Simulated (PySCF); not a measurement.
**C₄H₅S₂ (SMILES SC1=CC[CH]S1) (doublet): density, localisation and related maps**

```tsv
atom	x (Å)	y (Å)	z (Å)
S	2.6685	-0.7227	-0.6607
C	1.0392	-0.1894	-0.2675
C	0.0138	-0.9675	0.0854
C	-1.2616	-0.2451	0.3638
C	-0.9727	1.1953	0.1559
S	0.6340	1.5260	-0.3184
H	3.1477	0.4946	-0.9040
H	0.0843	-2.0376	0.1676
H	-2.0656	-0.6008	-0.3009
H	-1.6108	-0.4468	1.3892
H	-1.6714	1.9967	0.2634
```

Geometry: GFN2-xTB.

Level of theory: UKS B3LYP, pcH-1 on C H S, non-relativistic, mean-field spin-orbit, GIAO in PySCF.

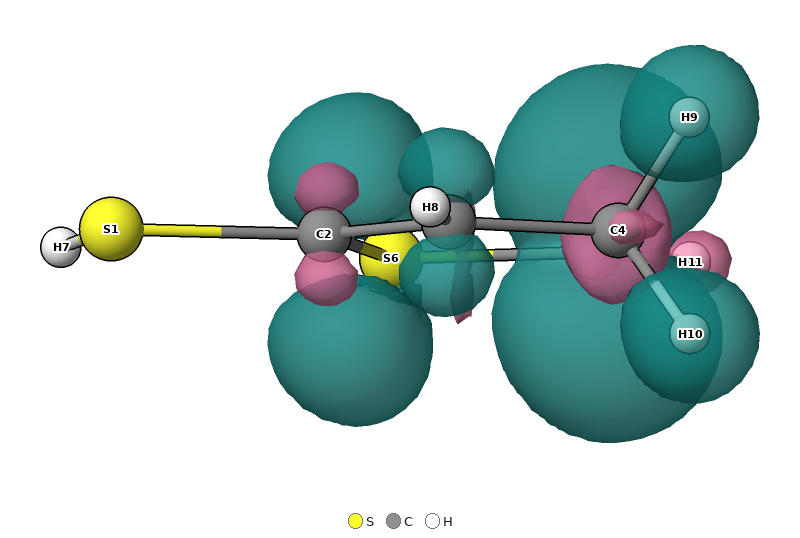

Figure 1. Isosurfaces of the spin density at +0.02 (teal) and −0.02 e/Å³ (pink), seen from one side.

Which atoms carry the spin?

Answer. The unpaired spin (1 electron) lies mostly on C5 (about 0.6) and S6 (about 0.2), in electrons by Hirshfeld's partition.

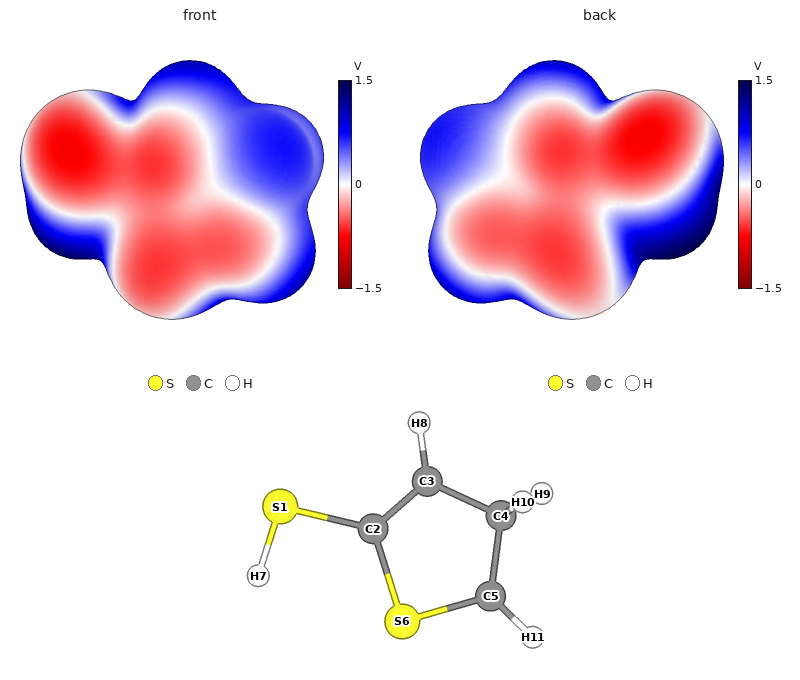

Figure 2. The electrostatic potential painted on the density surface at 0.002 e/bohr³, seen from the front and from behind; red is negative and blue positive. The bare structure is drawn below in the same view.

Which sites attract a positive test charge, and which a negative one?

Answer. A positive charge is drawn to the negative regions and a negative charge to the positive ones. The most negative region (about −0.8 V, or −18 kcal/mol for a unit charge) lies over S1, the most positive (about +1.5 V, or +35 kcal/mol for a unit charge) over H7.

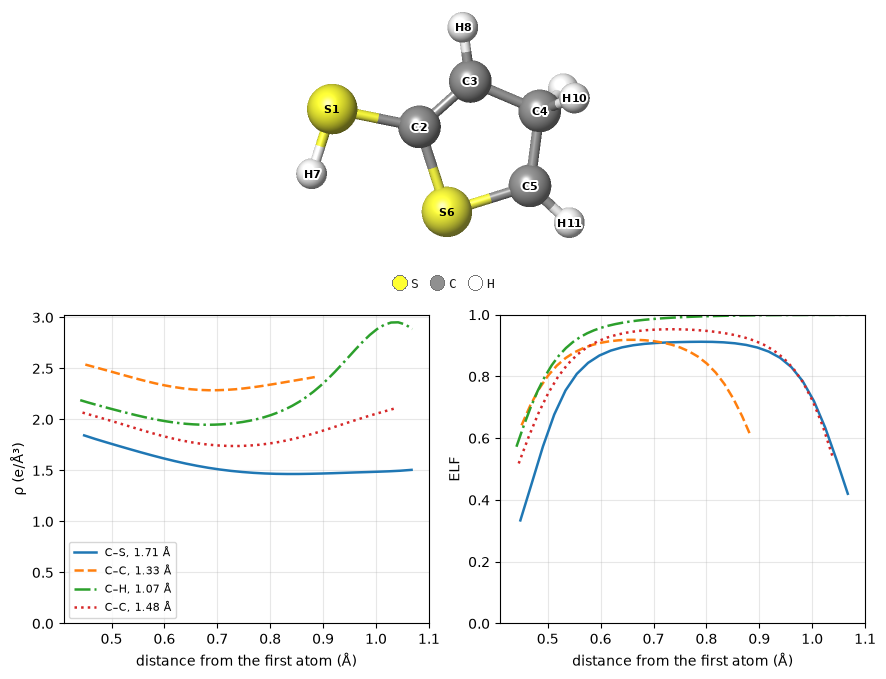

Figure 3. Total electron density and electron localisation function along straight lines between neighbouring atoms. The curves leave out the atomic cores. The structure is drawn too.

Compare the contacts.

Answer. C–S (1.71 Å): ρ at the midpoint is about 1.5 e/Å³; the ELF peaks at about 0.90 between the atoms: a covalent bond.
C–C (1.33 Å): the density is about 2.3 e/Å³ at the midpoint; the ELF peaks at about 0.90 between the atoms; a multiple bond.
C–H (1.07 Å): ρ is about 2.1 e/Å³ halfway; the ELF climbs to about 1 towards the hydrogen, as it does in any bond to H: an ordinary covalent bond to hydrogen.
C–C (1.48 Å): ρ at the midpoint is about 1.7 e/Å³; the ELF peaks at about 0.95 between the atoms; a shared electron pair.
